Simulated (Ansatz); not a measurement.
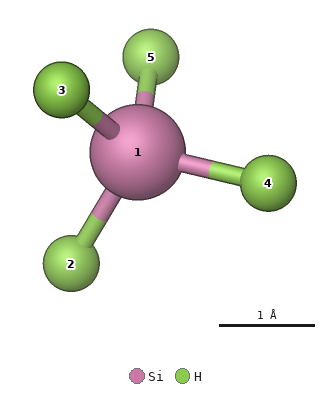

Figure 1. The input geometry (ball-and-stick view, seen at a tilt; atoms are numbered from 1 in the order of the input). Bond lengths as drawn: H–Si 1.48 to 1.50 Å.

# Run report: SiH₄, geometry relaxation

The run: geometry relaxation of SiH₄. Method and program: RKS PBE0-D4/def2-TZVP (Ansatz 0.2.0).

Figures and captions count atoms from 1; the log counts them from 0 in places.

**The program's output**
```
Functional definition: PBE0
  name "PBE0"
  cite "Adamo & Barone, J. Chem. Phys. 110, 6158 (1999) doi:10.1063/1.478522"
  cite "Perdew, Burke & Ernzerhof, Phys. Rev. Lett. 77, 3865 (1996) doi:10.1103/PhysRevLett.77.3865"
  parent pbe
  parameter a = 0.25
  parameter kappa = 0.804
  parameter beta = 0.06672455060314922
  exchange = (1 - a)*pbe_x(kappa = kappa, mu = beta*pi^2/3) + a*exact_x
  correlation = pbe_c(beta = beta)
444 factors; their error is unknown
mean field evaluation 1: about -7938.7566 eV, gradient 8.6e0 eV
mean field evaluation 2: about -7938.9796 eV, gradient 3.9e0 eV
mean field evaluation 4: about -7939.0256 eV, gradient 8.5e-2 eV
mean field evaluation 8: about -7939.0587 eV, gradient 2.0e-3 eV
mean field -7939.05868329 eV, -291.7550253236 hartree, gradient 2.8e-5 eV, S^2 0.000000; 0 other end points of the search recorded, 0 dependent functions left out
the calculation of the forces begins
reference -7939.05871018 eV, -291.7550263118 hartree; 9, 9 occupied and 52, 52 virtual orbitals, 444 factors
relax step   1: F+E_penalty+E_count = -7939.09327139 eV  Δ(F+E_penalty+E_count) = +0.000e0 eV  max|allowed force component| = 5.308e-1 eV/Å  Δτ_max = 0.0000 Å  (18 SCF iters, accepted)
these checks for a lower state are left out or cut short: starts, cluster_reference, orbital_swaps, neighbouring_geometries, increment
444 factors; their error is unknown
mean field evaluation 16: about -7939.0831 eV, gradient 3.7e-5 eV
mean field -7939.08312678 eV, -291.7559236054 hartree, gradient 3.7e-5 eV, S^2 0.000000; 0 other end points of the search recorded, 0 dependent functions left out
the calculation of the forces begins
reference -7939.08315355 eV, -291.7559245893 hartree; 9, 9 occupied and 52, 52 virtual orbitals, 444 factors
relax step   2: F+E_penalty+E_count = -7939.11771326 eV  Δ(F+E_penalty+E_count) = -2.444e-2 eV  max|allowed force component| = 8.434e-2 eV/Å  Δτ_max = 0.0591 Å  (19 SCF iters, accepted)
these checks for a lower state are left out or cut short: starts, cluster_reference, orbital_swaps, neighbouring_geometries, increment
444 factors; their error is unknown
mean field -7939.08483719 eV, -291.7559864616 hartree, gradient 2.8e-5 eV, S^2 0.000000; 0 other end points of the search recorded, 0 dependent functions left out
the calculation of the forces begins
reference -7939.08486397 eV, -291.7559874460 hartree; 9, 9 occupied and 52, 52 virtual orbitals, 444 factors
relax step   3: F+E_penalty+E_count = -7939.11941289 eV  Δ(F+E_penalty+E_count) = -1.700e-3 eV  max|allowed force component| = 6.603e-2 eV/Å  Δτ_max = 0.0203 Å  (20 SCF iters, accepted)
these checks for a lower state are left out or cut short: starts, cluster_reference, orbital_swaps, neighbouring_geometries, increment
444 factors; their error is unknown
mean field -7939.08539389 eV, -291.7560069203 hartree, gradient 9.5e-6 eV, S^2 0.000000; 0 other end points of the search recorded, 0 dependent functions left out
the calculation of the forces begins
reference -7939.08542070 eV, -291.7560079052 hartree; 9, 9 occupied and 52, 52 virtual orbitals, 444 factors
relax step   4: F+E_penalty+E_count = -7939.11997525 eV  Δ(F+E_penalty+E_count) = -5.624e-4 eV  max|allowed force component| = 9.461e-4 eV/Å  Δτ_max = 0.0039 Å  (18 SCF iters, accepted)
444 factors; their error is unknown
mean field evaluation 32: about -7939.0500 eV, gradient 1.1e0 eV
```

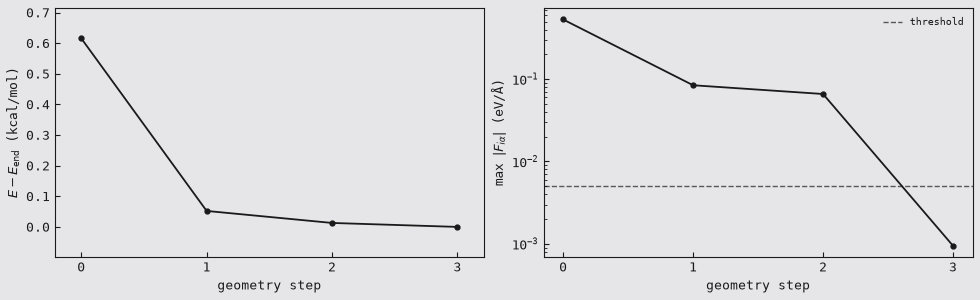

Figure 2. Progress of the relaxation, step by step (the first geometry is step 0 here and step 1 in the log).

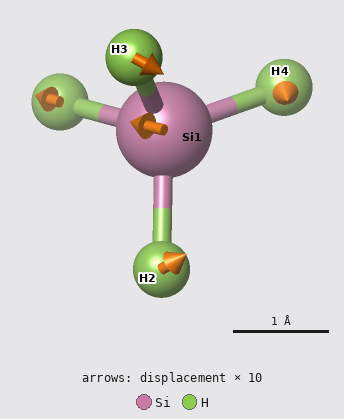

Figure 3. The starting structure with the displacements as orange arrows, magnified 10 times (ball-and-stick view, seen at a tilt). The two geometries are laid on each other by the best rigid fit. The largest move after the best rigid fit is that of Si1, 0.048 Å. By element the largest moves are Si 0.048 Å, H 0.037 Å. Among the contacts that change: Si1–H5 1.497 → 1.485 Å. Among the angles that change: H2–Si1–H5 106.4° → 109.5°, H2–Si1–H3 112.1° → 109.5°. The energy falls by 0.62 kcal/mol in 3 geometry steps. The largest force component goes from 0.53 to 0.00095 eV/Å. (Atoms are counted from 1 in the order of the input.)

```
mean field -7939.08539389 eV, -291.7560069203 hartree, gradient 9.5e-6 eV, S^2 0.000000; 1 other end points of the search recorded, 0 dependent functions left out
the calculation of the forces begins
reference -7939.08542070 eV, -291.7560079052 hartree; 9, 9 occupied and 52, 52 virtual orbitals, 444 factors
Total energy: -7939.12000205 eV, -291.7572787465 hartree
Atom 0 at    -1.695673     0.922657    -0.487401 Å, force     0.000044     0.000048    -0.000134 eV/Å
Atom 1 at    -0.493536     1.785187    -0.364083 Å, force     0.000647     0.000723    -0.000013 eV/Å
Atom 2 at    -1.351521    -0.298472    -1.258570 Å, force     0.000050    -0.000737    -0.000639 eV/Å
Atom 3 at    -2.168479     0.536376     0.865934 Å, force    -0.000523    -0.000192     0.000946 eV/Å
Atom 4 at    -2.769018     1.667449    -1.192811 Å, force    -0.000219     0.000158    -0.000159 eV/Å
Dipole moment:    -0.000028     0.000017    -0.000014 e Å
```

**Trajectory as extended XYZ (Å, eV, eV/Å), 4 frames, from step=1 to step=4**
```
5
Properties=species:S:1:pos:R:3:forces:R:3 step=1 energy=-7939.09327
Si   -1.6619    0.8982   -0.4632   -0.5308   0.3852  -0.3834
H    -0.4996    1.8167   -0.3807    0.1099  -0.1462   0.1099
H    -1.3709   -0.2992   -1.2893    0.1425  -0.0679   0.1444
H    -2.2034    0.5482    0.8723    0.1800  -0.0999   0.0578
H    -2.7425    1.6492   -1.1759    0.0984  -0.0711   0.0712
5
Properties=species:S:1:pos:R:3:forces:R:3 step=2 energy=-7939.11771
Si   -1.7035    0.9282   -0.4927    0.0651  -0.0441   0.0404
H    -0.4897    1.7770   -0.3592   -0.0594   0.0211  -0.0322
H    -1.3449   -0.3000   -1.2507   -0.0489   0.0464  -0.0215
H    -2.1590    0.5324    0.8661   -0.0411   0.0344  -0.0404
H    -2.7811    1.6757   -1.2004    0.0843  -0.0578   0.0538
5
Properties=species:S:1:pos:R:3:forces:R:3 step=3 energy=-7939.11941
Si   -1.6957    0.9227   -0.4874    0.0005  -0.0005   0.0006
H    -0.4966    1.7829   -0.3644    0.0587   0.0426   0.0058
H    -1.3524   -0.2953   -1.2565    0.0166  -0.0597  -0.0381
H    -2.1672    0.5374    0.8624   -0.0235  -0.0187   0.0660
H    -2.7663    1.6655   -1.1910   -0.0522   0.0363  -0.0344
5
Properties=species:S:1:pos:R:3:forces:R:3 step=4 energy=-7939.11997
Si   -1.6957    0.9227   -0.4874    0.0000   0.0000  -0.0001
H    -0.4935    1.7852   -0.3641    0.0006   0.0007   0.0000
H    -1.3515   -0.2985   -1.2586    0.0001  -0.0007  -0.0006
H    -2.1685    0.5364    0.8659   -0.0005  -0.0002   0.0009
H    -2.7690    1.6674   -1.1928   -0.0002   0.0002  -0.0002
```

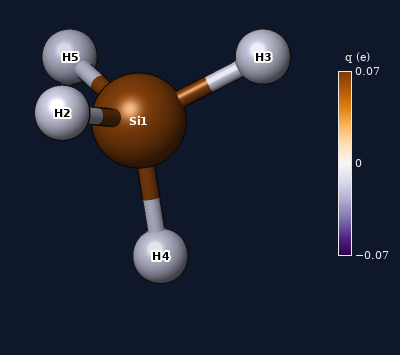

Figure 4. Mulliken charges, as the colour of each atom (ball-and-stick view, seen at a tilt; atoms are numbered from 1 in the order of the input). By element: Si +0.07 and H −0.02 e.

The run was set up as follows.

**The input**
```yaml
crystal:
  periodic: [false, false, false]
  atoms:
    - {symbol: Si, position_ang: [-1.661864, 0.898248, -0.463223]}
    - {symbol: H, position_ang: [-0.499629, 1.816667, -0.380733]}
    - {symbol: H, position_ang: [-1.370856, -0.299175, -1.289326]}
    - {symbol: H, position_ang: [-2.203371, 0.548246, 0.872259]}
    - {symbol: H, position_ang: [-2.742507, 1.649212, -1.175908]}
basis:
  gaussian: {orbitals: def2-TZVP}
hamiltonian: {xc: pbe0, dispersion: d4}
relax: {f_tol: 0.005, max_steps: 200}
```

Command:
```bash
ansatz run in.yaml --threads 4 --pin off --events-out ev --progress --plain --max-ram 9574MiB
```

**Summary**

| quantity | value |
| --- | --- |
| outcome | converged |
| total energy | −7939.1200 eV |
| mean-field energy | −7939.0854 eV |
| dispersion energy | −0.0346 eV |
| SCF solution under orbital rotations | stable |
| largest force (length of the vector) at the end | 0.001 eV/Å |
| dipole moment | 0.00 D |
| hardware | 4 threads of Arm Neoverse V1, 23 GiB of memory available, shared host |
| wall time | 1.3 s (CPU time 3.7 s) |
| peak memory | 0.45 GiB |
